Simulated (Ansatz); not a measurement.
# Calculations on GeH6O3

**1. Relaxation**

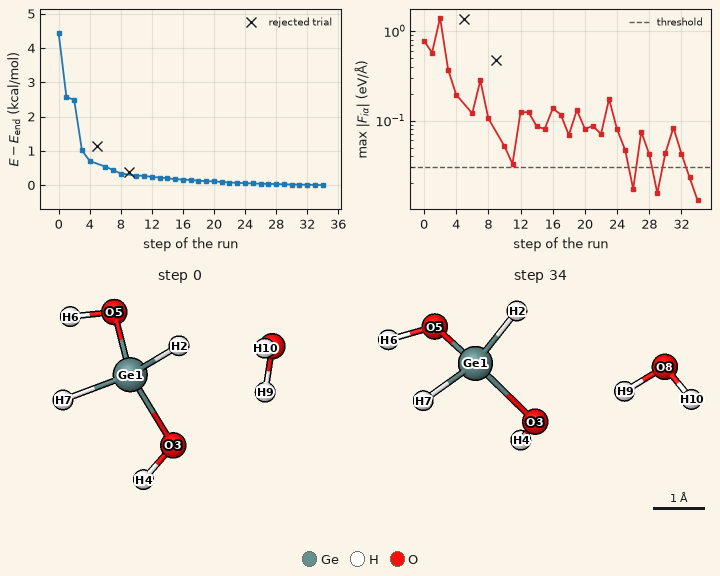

First and last geometry of a relaxation of GeH6O3, with the history of the run. A ball-and-stick model, seen face on.

The run prepares an end point of a later path (reaction) calculation, from a guessed geometry.

Method: Ansatz 0.2.0, RKS r2SCAN-D4/def2-mTZVP.

Input file:
```yaml
crystal:
  periodic: [false, false, false]
  atoms:
    - { symbol: Ge, position_ang: [-0.215792, -0.183255, 0.114761] }
    - { symbol: H, position_ang: [-0.226113, -0.034226, 1.648974] }
    - { symbol: O, position_ang: [1.52129, -0.196259, -0.329719] }
    - { symbol: H, position_ang: [1.70215, -0.683925, -1.144222] }
    - { symbol: O, position_ang: [-1.078645, 1.20076, -0.581731] }
    - { symbol: H, position_ang: [-1.501534, 0.978426, -1.423086] }
    - { symbol: H, position_ang: [-0.842834, -1.484074, -0.425156] }
    - { symbol: O, position_ang: [1.358777, 1.931294, 1.486628] }
    - { symbol: H, position_ang: [1.995693, 1.483459, 0.905245] }
    - { symbol: H, position_ang: [1.083707, 1.217599, 2.105908] }
basis:
  gaussian: { orbitals: def2-mTZVP }
hamiltonian:
  xc: r2scan
  dispersion: d4
relax:
  f_tol: 0.03
  max_steps: 50
```

Run as
```bash
ansatz run input.yaml --threads 4 --pin off --max-ram 5120MiB --backend cpu --events-out ev --progress --plain --runs-dir out
```

Q: Did the run converge, and what did it change?

A: It converged. The atom that moves furthest after the best rigid fit is H10 (1.68 Å). By element the largest moves are H 1.68 Å, O 0.88 Å, Ge 0.38 Å. Some distances before and after: O8–H10 0.984 → 0.965 Å, Ge1–H2 1.541 → 1.524 Å, Ge1–O5 1.773 → 1.781 Å. Bond angles that change, for instance: O3–Ge1–O5 112.3° → 106.6°. Groups turn about Ge1–O3 by about 60°. Over 32 accepted moves (34 points after the start) the energy falls by 4.44 kcal/mol. Largest force component: 0.78 eV/Å at the start, 0.013 eV/Å at the end. The line search rejected the trial steps at points 5, 9 of the run. The forces were under the threshold at step 26, but the run went on from there. The run took 74 s on 4 threads of Arm Neoverse V2, on a shared host, peak memory 0.19 GiB.

```tsv
step	E − E(0), kcal/mol	largest force component, eV/Å	note
0	0.00	0.7807	
1	-1.87	0.5743	
2	-1.95	1.4058	
3	-3.42	0.3713	
4	-3.73	0.1948	
5	-3.30	1.3606	rejected
6	-3.89	0.1204	
7	-3.99	0.2816	
8	-4.10	0.1057	
9	-4.07	0.4793	rejected
10	-4.16	0.0517	
11	-4.16	0.0328	
13	-4.22	0.1242	
14	-4.24	0.0865	
15	-4.26	0.0806	
16	-4.27	0.1367	
18	-4.31	0.0689	
19	-4.32	0.1315	
20	-4.33	0.0806	
21	-4.34	0.0873	
23	-4.37	0.1741	
24	-4.38	0.0798	
25	-4.39	0.0469	
26	-4.39	0.0172	
28	-4.40	0.0419	
29	-4.41	0.0155	
30	-4.42	0.0433	
31	-4.42	0.0835	
33	-4.43	0.0232	
34	-4.44	0.0129
```

**2. Relaxation**

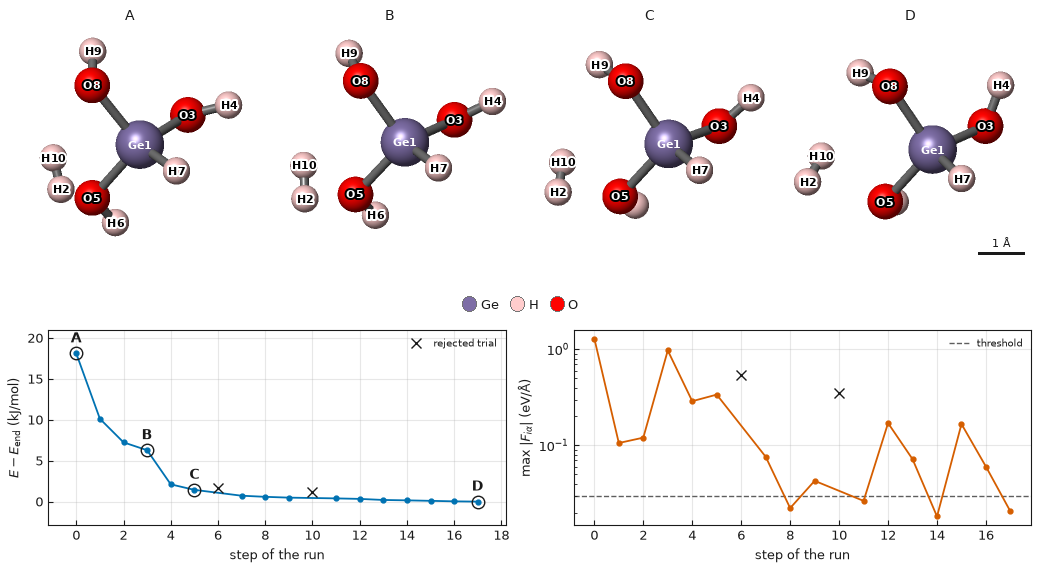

Frames of a relaxation of GeH6O3, marked on the history of the run. The picture is a ball-and-stick view, seen from a free direction.

The run prepares an end point of a later path (reaction) calculation, from a guessed geometry.

These are results of Ansatz, RKS r2SCAN-D4/def2-mTZVP, not measurements. Settings: no spin polarisation; force threshold 0.03 eV/Å; at most 50 steps.

**Describe the path.**

The energy falls by 18.1 kJ/mol in 15 accepted moves (17 points after the start). Largest force component: 1.3 eV/Å at the start, 0.021 eV/Å at the end. The line search rejected the trial steps at points 6, 10 of the run. The forces were under the threshold at step 8, but the run went on from there. The atom that moves furthest after the best rigid fit is H2 (1.08 Å). Largest moves by element: H 1.08 Å, O 0.46 Å, Ge 0.31 Å. Among the contacts that change: H2–H10 0.709 → 0.743 Å, Ge1–H7 1.530 → 1.524 Å, Ge1–O8 1.770 → 1.775 Å. Among the angles between lasting bonds that change: O5–Ge1–O8 107.1° → 111.0°, H7–Ge1–O8 109.2° → 105.7°, O5–Ge1–H7 114.5° → 111.7°. Groups turn about Ge1–O3 by about 65°, Ge1–O8 by about 60°, Ge1–O5 by about 50°. From step 0 to 3: H2 moves most (0.58 Å), energy −11.8 kJ/mol. From step 3 to 5: H9 moves most (0.34 Å), energy −4.84 kJ/mol. From step 5 to 17: H4 moves most (0.37 Å), energy −1.44 kJ/mol.

| step | E − E(0), kJ/mol | largest force component, eV/Å | note |
| --- | --- | --- | --- |
| 0 | 0.00 | 1.2893 |  |
| 1 | -7.98 | 0.1060 |  |
| 2 | -10.86 | 0.1205 |  |
| 3 | -11.83 | 0.9714 |  |
| 4 | -15.99 | 0.2884 |  |
| 5 | -16.67 | 0.3376 |  |
| 6 | -16.46 | 0.5357 | rejected |
| 7 | -17.38 | 0.0763 |  |
| 8 | -17.52 | 0.0223 |  |
| 9 | -17.62 | 0.0429 |  |
| 10 | -16.88 | 0.3499 | rejected |
| 11 | -17.71 | 0.0265 |  |
| 12 | -17.77 | 0.1707 |  |
| 13 | -17.90 | 0.0720 |  |
| 14 | -17.95 | 0.0183 |  |
| 15 | -18.01 | 0.1669 |  |
| 16 | -18.07 | 0.0602 |  |
| 17 | -18.11 | 0.0206 |  |

Limits of the set-up: the start holds two separate molecules, 2.2 Å apart at their closest, whose relative position is a soft coordinate.

**3. Path**

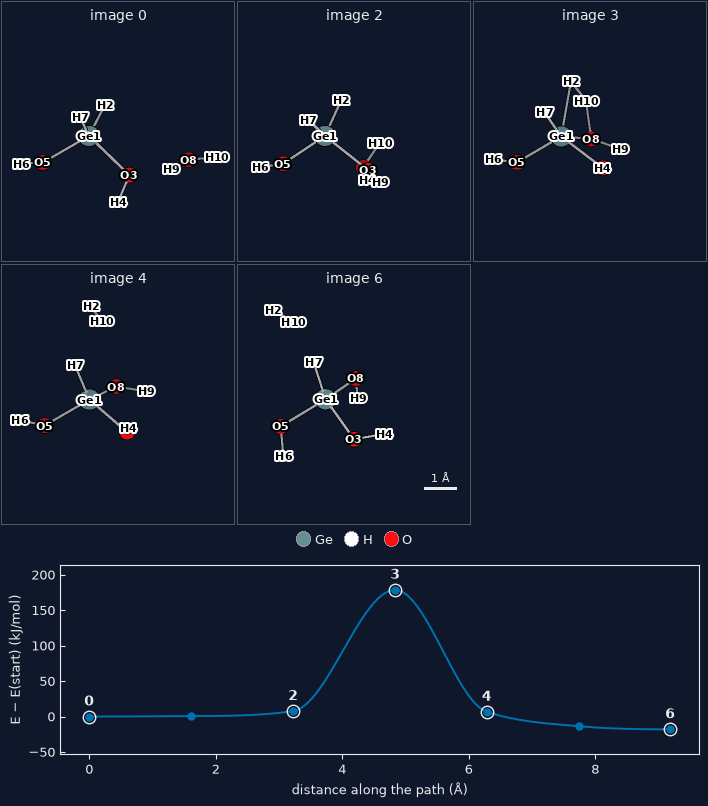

NEB run on GeH₆O₃. Images are numbered from 0 (start) to 6 (end). Style: ball-and-stick. Shown at a tilt.

Method: RKS r2SCAN-D4/def2-mTZVP in Ansatz. Settings: 5 movable images; climbing image; force threshold 0.05 eV/Å; iteration limit 60; starting path through a guess of the saddle point.

> What happens along the path, and what is the barrier?

The energy climbs by 178.7 kJ/mol to image 3 and then falls by 196.8 kJ/mol, so the end point sits at −18.1 kJ/mol. Breaking: Ge1–H2 (1.52 → 1.93 at the top → 3.97 Å), O8–H10 (0.97 → 1.26 at the top → 2.80 Å). Forming: Ge1–O8 (3.79 → 1.95 at the top → 1.78 Å), H2–H10 (3.94 → 1.01 at the top → 0.74 Å). The band converged in 22 iterations. The largest component of the band force went from 74 to 0.032 eV/Å. The climbing image converged on the top of the path. Its vibrational analysis gives one imaginary mode (1420i cm⁻¹), as a transition state must have.
